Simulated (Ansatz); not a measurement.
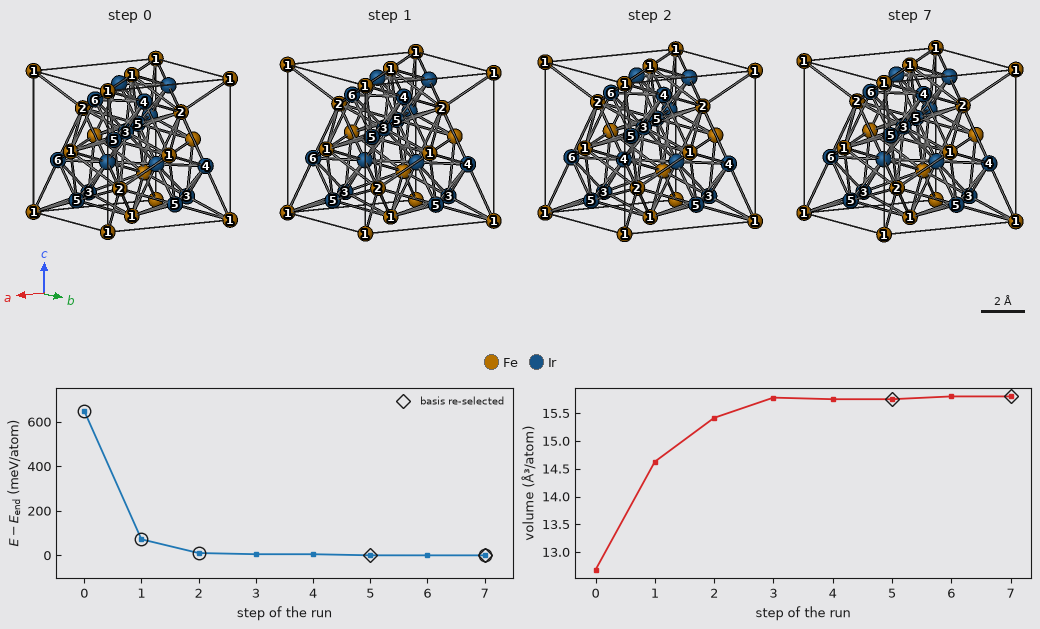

Frames of a relaxation of crystalline FeIr₂ (built on the cubic Laves (C15)_227 type) (coarse preliminary run), marked on the history of the run. The picture is a ball-and-stick view of the conventional cell (4 times the calculation's cell), seen from a free direction. Lengths and directions refer to the drawn axes.

Case: cubic Laves (C15) type (Fd-3m, No. 227).

Level of theory: DFT PBE, scalar-relativistic, plane waves, PAW (Ansatz).

Input
```yaml
crystal:
  lattice:
    - [0.0, 3.3632579532, 3.3632579532]
    - [3.3632579532, 0.0, 3.3632579532]
    - [3.3632579532, 3.3632579532, 0.0]
  atoms:
    - { symbol: Fe, position: [0.0, 0.0, 0.0], spin: 3.33 }
    - { symbol: Fe, position: [0.25, 0.25, 0.25], spin: 3.33 }
    - { symbol: Ir, position: [0.625, 0.625, 0.625], spin: 0.43 }
    - { symbol: Ir, position: [0.125, 0.625, 0.625], spin: 0.43 }
    - { symbol: Ir, position: [0.625, 0.625, 0.125], spin: 0.43 }
    - { symbol: Ir, position: [0.625, 0.125, 0.625], spin: 0.43 }
basis:
  ecutwfc: 420
kpoints:
  mp_grid: { grid: [4, 4, 4] }
hamiltonian:
  xc: pbe
scf:
  occupations: { method: gaussian, width: 0.1 }
  lower_state_search: "off"
output:
  forces: true
  stress: true
  eigenvalues: true
  populations: true
magnetization:
  spin_polarized: true
relax:
  adjacent_minimum: "off"
  f_tol: 0.04
  max_steps: 70
  cell: { stress_tol: 0.4 }
```

Command:
```bash
ansatz run input.yaml --threads 1 --pin off --max-ram 2560MiB --backend cpu --events-out ev --progress --plain --runs-dir out
```

Q: Describe the path.

A: The atoms keep their places relative to the cell (all moves are under 0.005 Å). The volume changes by +24.6 %, with a = b = c 6.727 → 7.238 Å (+7.6 %). Some distances before and after: Fe1–Fe2 2.913 → 3.134 Å, Fe1–Ir3 2.789 → 3.001 Å, Ir3–Ir4 2.378 → 2.559 Å. The space group stays Fd-3m (No. 227). The energy falls by 649 meV per atom in 5 accepted moves (7 points after the start). All forces vanish by symmetry, so only the cell relaxes. The pressure goes from 81.90 to 0.04 GPa. The SCF was repeated twice at an unchanged geometry on a basis and grid sized afresh for the cell, which shifted the energy by 4.9 meV per atom at most. From step 0 to 1: volume +15.3 %, energy −577 meV per atom. From step 1 to 2: volume +5.4 %, energy −61.7 meV per atom. From step 2 to 7: volume +2.5 %, energy −10.4 meV per atom.

```csv
step,"E − E(0), meV/atom","pressure, GPa","volume, Å³/atom",note
0,0.00,81.90,12.681,
1,-577.07,20.51,14.628,
2,-638.80,5.39,15.417,
3,-644.10,-0.44,15.781,
4,-644.16,0.00,15.752,
5,-649.07,0.77,15.752,"same geometry, new basis"
6,-649.17,0.05,15.802,
7,-649.24,0.04,15.802,"same geometry, new basis"
```
